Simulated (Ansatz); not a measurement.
# C2H7BN2Si: two geometries relaxed

Aim: relax the geometries before and after the inversion of the pyramid at N3, and see whether they are two minima and how far apart in energy. SMILES of the start: CB(N)[SiH2]C#N.

All numbers below are computed with Ansatz 0.2.0 (RHF/def2-SVP).

### 1 The system as given

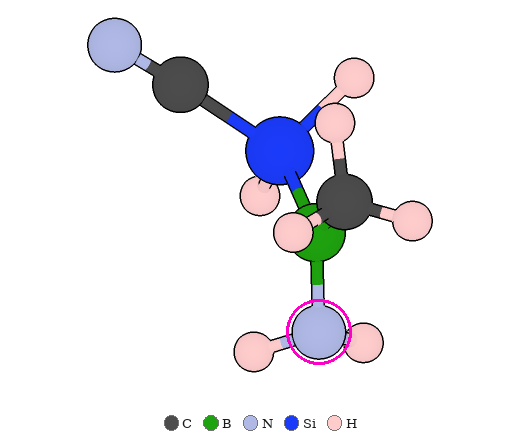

Start, viewed from a free direction; carbon dark grey, boron green, nitrogen light blue, silicon blue, hydrogen pink. Ringed: N3.

As a file:

```xyz
13

C    -0.2522   -0.6578   -1.6211
B     0.4396   -0.3339   -0.2592
N     1.9256   -0.4483   -0.1984
Si   -0.4995    0.1786    1.3203
C    -1.4751    1.7010    0.9783
N    -2.0529    2.7055    0.7848
H    -0.0634   -1.6500   -1.9551
H     0.1068    0.1127   -2.4095
H    -1.3924   -0.4662   -1.4717
H     2.1805   -1.1502    0.5809
H     2.3155    0.4724    0.1631
H     0.3649    0.3770    2.4705
H    -1.5772   -0.8756    1.6319
```

### 2 Relaxing end A

Input file input.yaml:

```yaml
crystal:
  periodic: [false, false, false]
  atoms:
    - { symbol: C, position_ang: [-0.2522, -0.6578, -1.6211] }
    - { symbol: B, position_ang: [0.4396, -0.3339, -0.2592] }
    - { symbol: "N", position_ang: [1.9256, -0.4483, -0.1984] }
    - { symbol: Si, position_ang: [-0.4995, 0.1786, 1.3203] }
    - { symbol: C, position_ang: [-1.4751, 1.701, 0.9783] }
    - { symbol: "N", position_ang: [-2.0529, 2.7055, 0.7848] }
    - { symbol: H, position_ang: [-0.0634, -1.65, -1.9551] }
    - { symbol: H, position_ang: [0.1068, 0.1127, -2.4095] }
    - { symbol: H, position_ang: [-1.3924, -0.4662, -1.4717] }
    - { symbol: H, position_ang: [2.1805, -1.1502, 0.5809] }
    - { symbol: H, position_ang: [2.3155, 0.4724, 0.1631] }
    - { symbol: H, position_ang: [0.3649, 0.377, 2.4705] }
    - { symbol: H, position_ang: [-1.5772, -0.8756, 1.6319] }
basis:
  gaussian: { orbitals: def2-SVP }
hamiltonian:
  xc: hf
relax:
  f_tol: 0.015
  max_steps: 40
```

Launch:

```bash
$ ansatz run input.yaml --threads 2 --pin off --max-ram 3072MiB --backend cpu --events-out ev --progress --plain --runs-dir out
```

The program printed (excerpt; [...] marks lines left out):

```text
Warning: RAYON_NUM_THREADS=2 ignored (pool sized by the plan → 2); use --threads N
[...]
Functional definition: HF
[...]
1373 factors; integrals over basis functions are off by at most 4.4e-4 eV
[...]
mean field -13661.57397204 eV, -502.0535833252 hartree, gradient 2.7e-5 eV, S^2 0.000000; 0 other end points of the search recorded, 0 dependent functions left out
[...]
reference -13661.57397204 eV, -502.0535833252 hartree; 26, 26 occupied and 97, 97 virtual orbitals, 1373 factors
relax step   1: F+E_penalty+E_count = -13661.57397204 eV  Δ(F+E_penalty+E_count) = +0.000e0 eV  max|allowed force component| = 5.374e0 eV/Å  Δτ_max = 0.0000 Å  (41 SCF iters, accepted)
[...]
relax step   4: F+E_penalty+E_count = -13662.56706208 eV  Δ(F+E_penalty+E_count) = -1.122e-1 eV  max|allowed force component| = 1.377e0 eV/Å  Δτ_max = 0.1903 Å  (39 SCF iters, accepted)
[...]
relax step   7: F+E_penalty+E_count = -13663.38566548 eV  Δ(F+E_penalty+E_count) = -3.393e-1 eV  max|allowed force component| = 8.780e-1 eV/Å  Δτ_max = 0.2000 Å  (39 SCF iters, accepted)
[...]
relax step  10: F+E_penalty+E_count = -13663.65162064 eV  Δ(F+E_penalty+E_count) = +1.609e-4 eV  max|allowed force component| = 9.237e-1 eV/Å  Δτ_max = 0.1903 Å  (40 SCF iters, rejected (line search))
[...]
relax step  12: F+E_penalty+E_count = -13663.69114035 eV  Δ(F+E_penalty+E_count) = -8.739e-3 eV  max|allowed force component| = 1.181e-1 eV/Å  Δτ_max = 0.0999 Å  (38 SCF iters, accepted)
[...]
relax step  13: F+E_penalty+E_count = -13663.69628864 eV  Δ(F+E_penalty+E_count) = -5.148e-3 eV  max|allowed force component| = 2.357e-1 eV/Å  Δτ_max = 0.1147 Å  (39 SCF iters, accepted)
[...]
1373 factors; integrals over basis functions are off by at most 4.4e-4 eV
[...]
```

### 3 More of the same log: end point A relaxed

The log, continued (excerpt; [...] marks lines left out):

```text
mean field -13663.69810951 eV, -502.1316439372 hartree, gradient 2.5e-5 eV, S^2 0.000000; 0 other end points of the search recorded, 0 dependent functions left out
[...]
reference -13663.69810951 eV, -502.1316439372 hartree; 26, 26 occupied and 97, 97 virtual orbitals, 1373 factors
relax step  14: F+E_penalty+E_count = -13663.69810951 eV  Δ(F+E_penalty+E_count) = -1.821e-3 eV  max|allowed force component| = 1.001e-1 eV/Å  Δτ_max = 0.0169 Å  (39 SCF iters, accepted)
[...]
relax step  16: F+E_penalty+E_count = -13663.69950191 eV  Δ(F+E_penalty+E_count) = -6.012e-4 eV  max|allowed force component| = 6.721e-2 eV/Å  Δτ_max = 0.0614 Å  (37 SCF iters, accepted)
[...]
relax step  18: F+E_penalty+E_count = -13663.70034474 eV  Δ(F+E_penalty+E_count) = -4.492e-4 eV  max|allowed force component| = 3.222e-2 eV/Å  Δτ_max = 0.0324 Å  (39 SCF iters, accepted)
[...]
Atom 3 at    -0.613530     0.334863     1.415864 Å, force     0.003879    -0.001307    -0.001527 eV/Å
Atom 4 at    -1.490572     1.921713     0.886973 Å, force    -0.002374    -0.003057     0.000782 eV/Å
Atom 5 at    -2.003629     2.873254     0.534734 Å, force     0.001929     0.001842    -0.000030 eV/Å
Atom 6 at     0.470194    -1.055627    -2.320017 Å, force    -0.000241    -0.001942    -0.002311 eV/Å
Atom 7 at    -0.702609     0.217289    -1.952672 Å, force    -0.000298    -0.001214    -0.001658 eV/Å
Atom 8 at    -1.017903    -1.426179    -1.438108 Å, force    -0.002073    -0.000772    -0.001237 eV/Å
Atom 9 at     2.434134    -0.949513    -0.714628 Å, force     0.000563    -0.000138    -0.003659 eV/Å
Atom 10 at     2.337208    -0.413716     0.863457 Å, force     0.000087     0.000347     0.001334 eV/Å
Atom 11 at     0.197830     0.708400     2.599696 Å, force    -0.000647    -0.000203    -0.000347 eV/Å
Atom 12 at    -1.694519    -0.577882     1.855552 Å, force    -0.000051     0.001167    -0.000743 eV/Å
Dipole moment:     0.837921    -0.830967     0.010838 e Å
```

Wall time 50 s (2 threads of Arm Neoverse V2, shared host); peak memory 0.27 GiB.

Relaxation path:

| step | energy from step 1 (eV) | largest force component (eV/Å) |
| --- | --- | --- |
| 1 | 0.0000 | 5.3739 |
| 2 | -0.7593 | 1.0371 |
| 3 | -0.8809 | 0.8715 |
| 4 | -0.9931 | 1.3769 |
| 5 | -1.1653 | 1.7761 |
| 6 | -1.4724 | 1.9336 |
| 7 | -1.8117 | 0.8780 |
| 8 | -2.0262 | 0.6811 |
| 9 | -2.0778 | 0.5827 |
| 10x | -2.0776 | 0.9237 |
| 11 | -2.1084 | 0.1807 |
| 12 | -2.1172 | 0.1181 |
| 13 | -2.1223 | 0.2357 |
| 14 | -2.1241 | 0.1001 |
| 15 | -2.1249 | 0.0231 |
| 16 | -2.1255 | 0.0672 |
| 17 | -2.1259 | 0.0598 |
| 18 | -2.1264 | 0.0322 |
| 19 | -2.1266 | 0.0354 |
| 20 | -2.1267 | 0.0197 |
| 21 | -2.1268 | 0.0142 |
| 22 | -2.1268 | 0.0135 |
| 23 | -2.1269 | 0.0079 |

Step 1 is the start. 1 step was tried and not accepted (marked x).

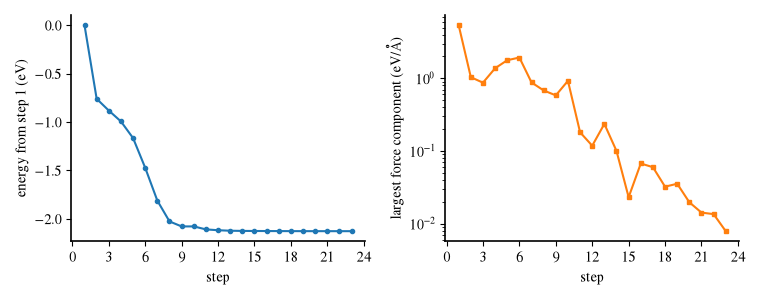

How energy and force went from step to step.

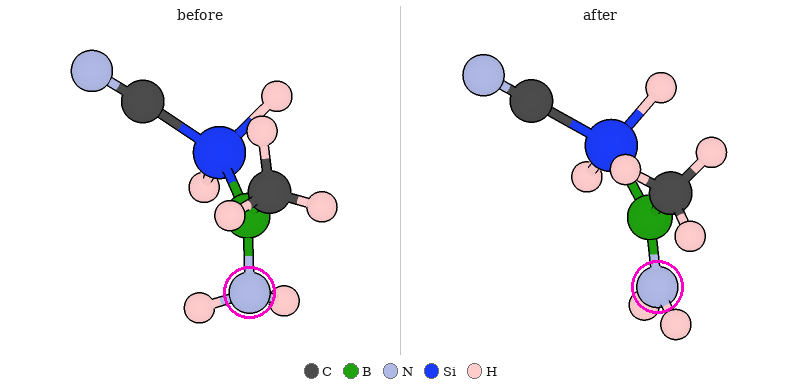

Before and after, at one scale.

After: Bond lengths: C1–B2 1.587 Å, B2–N3 1.392 Å, B2–Si4 2.057 Å, Si4–C5 1.889 Å, C5–N6 1.137 Å, C1–H7 1.093 Å, C1–H8 1.094 Å, C1–H9 1.094 Å, N3–H10 1.001 Å, N3–H11 0.999 Å, Si4–H12 1.483 Å, Si4–H13 1.482 Å. Angles (14 of 19 angles, heavy atoms first): C1–B2–N3 121.4°, C1–B2–Si4 120.3°, N3–B2–Si4 118.2°, B2–Si4–C5 108.9°, Si4–C5–N6 178.1°, B2–C1–H7 113.1°, B2–C1–H8 110.6°, B2–C1–H9 110.7°, B2–N3–H10 122.3°, B2–N3–H11 124.5°, B2–Si4–H12 114.3°, B2–Si4–H13 113.7°, C5–Si4–H12 105.4°, C5–Si4–H13 105.2°.

### 4 Relaxing end B

The second end starts from a geometry with the move made by hand.

Changes to input.yaml since step 2:

```diff
@@ -12,4 +12,4 @@
     - { symbol: H, position_ang: [-1.3924, -0.4662, -1.4717] }
-    - { symbol: H, position_ang: [2.1805, -1.1502, 0.5809] }
-    - { symbol: H, position_ang: [2.3155, 0.4724, 0.1631] }
+    - { symbol: H, position_ang: [2.20581, -1.42669, -0.55782] }
+    - { symbol: H, position_ang: [2.33968, 0.2082, -0.92499] }
     - { symbol: H, position_ang: [0.3649, 0.377, 2.4705] }
```

Launch:

```bash
$ ansatz run input.yaml --threads 2 --pin off --max-ram 3072MiB --backend cpu --events-out ev --progress --plain --runs-dir out
```

The program printed (excerpt; [...] marks lines left out):

```text
Warning: RAYON_NUM_THREADS=2 ignored (pool sized by the plan → 2); use --threads N
[...]
[... 1 set-up line as earlier in the session ...]
[...]
1373 factors; integrals over basis functions are off by at most 4.3e-4 eV
[...]
mean field -13661.60547806 eV, -502.0547411497 hartree, gradient 2.6e-5 eV, S^2 0.000000; 0 other end points of the search recorded, 0 dependent functions left out
[...]
reference -13661.60547806 eV, -502.0547411497 hartree; 26, 26 occupied and 97, 97 virtual orbitals, 1373 factors
relax step   1: F+E_penalty+E_count = -13661.60547806 eV  Δ(F+E_penalty+E_count) = +0.000e0 eV  max|allowed force component| = 5.369e0 eV/Å  Δτ_max = 0.0000 Å  (41 SCF iters, accepted)
[...]
relax step   4: F+E_penalty+E_count = -13662.76009737 eV  Δ(F+E_penalty+E_count) = -1.999e-1 eV  max|allowed force component| = 1.300e0 eV/Å  Δτ_max = 0.1952 Å  (40 SCF iters, accepted)
[...]
relax step   7: F+E_penalty+E_count = -13663.49852940 eV  Δ(F+E_penalty+E_count) = -2.263e-1 eV  max|allowed force component| = 9.419e-1 eV/Å  Δτ_max = 0.2000 Å  (38 SCF iters, accepted)
[...]
relax step  10: F+E_penalty+E_count = -13663.68143119 eV  Δ(F+E_penalty+E_count) = -4.093e-2 eV  max|allowed force component| = 1.381e-1 eV/Å  Δτ_max = 0.2000 Å  (39 SCF iters, accepted)
[...]
relax step  13: F+E_penalty+E_count = -13663.68195597 eV  Δ(F+E_penalty+E_count) = +1.144e-3 eV  max|allowed force component| = 2.108e-1 eV/Å  Δτ_max = 0.0940 Å  (39 SCF iters, rejected (line search))
[...]
relax step  14: F+E_penalty+E_count = -13663.69004746 eV  Δ(F+E_penalty+E_count) = -6.947e-3 eV  max|allowed force component| = 3.312e-2 eV/Å  Δτ_max = 0.0454 Å  (37 SCF iters, accepted)
[...]
1373 factors; integrals over basis functions are off by at most 4.3e-4 eV
[...]
```

### 5 More of the same log: end point B relaxed

The log, continued (excerpt; [...] marks lines left out):

```text
mean field -13663.69488313 eV, -502.1315253700 hartree, gradient 2.5e-5 eV, S^2 0.000000; 0 other end points of the search recorded, 0 dependent functions left out
[...]
reference -13663.69488313 eV, -502.1315253700 hartree; 26, 26 occupied and 97, 97 virtual orbitals, 1373 factors
relax step  15: F+E_penalty+E_count = -13663.69488313 eV  Δ(F+E_penalty+E_count) = -4.836e-3 eV  max|allowed force component| = 3.444e-2 eV/Å  Δτ_max = 0.1000 Å  (37 SCF iters, accepted)
[...]
relax step  17: F+E_penalty+E_count = -13663.69701942 eV  Δ(F+E_penalty+E_count) = -2.136e-3 eV  max|allowed force component| = 6.273e-2 eV/Å  Δτ_max = 0.0732 Å  (37 SCF iters, accepted)
[...]
relax step  19: F+E_penalty+E_count = -13663.69907975 eV  Δ(F+E_penalty+E_count) = -6.645e-4 eV  max|allowed force component| = 1.266e-1 eV/Å  Δτ_max = 0.0366 Å  (38 SCF iters, accepted)
[...]
Atom 3 at    -0.471700     0.275249     1.300994 Å, force    -0.001811     0.000610     0.000524 eV/Å
Atom 4 at    -1.390385     1.870500     0.878252 Å, force     0.002891    -0.002484     0.000489 eV/Å
Atom 5 at    -1.929720     2.828765     0.589142 Å, force    -0.000392    -0.000147    -0.000306 eV/Å
Atom 6 at     0.244654    -1.089776    -2.531754 Å, force    -0.003223     0.001328     0.003807 eV/Å
Atom 7 at    -0.865278     0.202949    -2.054697 Å, force     0.001033    -0.004447     0.000740 eV/Å
Atom 8 at    -1.164293    -1.436960    -1.519108 Å, force     0.006761     0.005353    -0.001358 eV/Å
Atom 9 at     2.356606    -0.980790    -1.127644 Å, force    -0.000754    -0.000101    -0.001651 eV/Å
Atom 10 at     2.412525    -0.462060     0.458277 Å, force    -0.003266    -0.000299    -0.004334 eV/Å
Atom 11 at     0.449198     0.632508     2.407118 Å, force     0.000108    -0.000538    -0.000166 eV/Å
Atom 12 at    -1.508592    -0.641468     1.829410 Å, force    -0.001006     0.000646     0.000845 eV/Å
Dipole moment:     0.832659    -0.831196    -0.080126 e Å
```

It took 49 s on 2 threads of Arm Neoverse V2, shared host; peak memory 0.27 GiB.

The steps of the relaxation:

| step | energy from step 1 (eV) | largest force component (eV/Å) |
| --- | --- | --- |
| 1 | 0.0000 | 5.3688 |
| 2 | -0.7504 | 1.6075 |
| 3 | -0.9547 | 1.3760 |
| 4 | -1.1546 | 1.3004 |
| 5 | -1.3998 | 1.3915 |
| 6 | -1.6667 | 1.0659 |
| 7 | -1.8931 | 0.9419 |
| 8 | -2.0115 | 0.5325 |
| 9 | -2.0350 | 0.3612 |
| 10 | -2.0760 | 0.1381 |
| 11 | -2.0776 | 0.1406 |
| 12x | -2.0661 | 0.6327 |
| 13x | -2.0765 | 0.2108 |
| 14 | -2.0846 | 0.0331 |
| 15 | -2.0894 | 0.0344 |
| 16x | -2.0877 | 0.3730 |
| 17 | -2.0915 | 0.0627 |
| 18 | -2.0929 | 0.1075 |
| 19 | -2.0936 | 0.1266 |
| 20 | -2.0949 | 0.0365 |
| 21 | -2.0952 | 0.0162 |
| 22 | -2.0954 | 0.0153 |
| 23 | -2.0954 | 0.0085 |

Step 1 is the start. 3 steps were tried and not accepted (marked x).

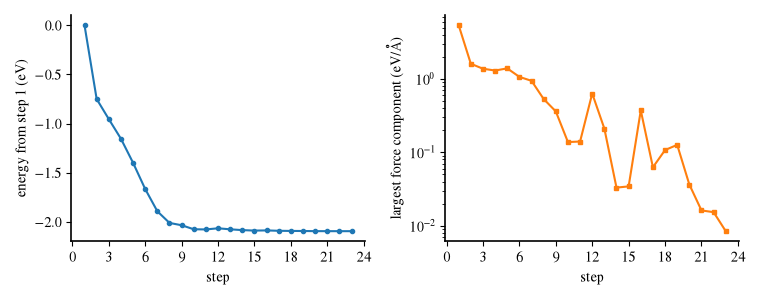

Energy and largest force along the relaxation.

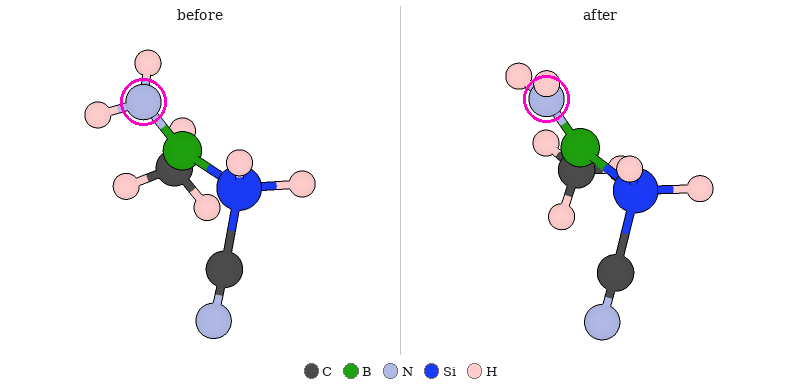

Before and after, at one scale.

After: Bond lengths: C1–B2 1.587 Å, B2–N3 1.392 Å, B2–Si4 2.057 Å, Si4–C5 1.889 Å, C5–N6 1.137 Å, C1–H7 1.093 Å, C1–H8 1.094 Å, C1–H9 1.095 Å, N3–H10 1.001 Å, N3–H11 0.999 Å, Si4–H12 1.483 Å, Si4–H13 1.481 Å. Angles (14 of 19 angles, heavy atoms first): C1–B2–N3 121.4°, C1–B2–Si4 120.4°, N3–B2–Si4 118.2°, B2–Si4–C5 108.9°, Si4–C5–N6 178.1°, B2–C1–H7 113.1°, B2–C1–H8 110.5°, B2–C1–H9 110.9°, B2–N3–H10 122.3°, B2–N3–H11 124.5°, B2–Si4–H12 114.4°, B2–Si4–H13 113.7°, C5–Si4–H12 105.4°, C5–Si4–H13 105.2°.

### 6 Outcome

| quantity | value |
| --- | --- |
| end A | 21 moves, 2.127 eV lower |
| end B | 19 moves, 2.095 eV lower |
| largest difference between the ends | 0.02 Å |
| end B relative to end A | -0.000 eV |

In words: The two relaxations end at one structure, within 0.02 Å: no second minimum was found from this start, which doesn't rule one out.
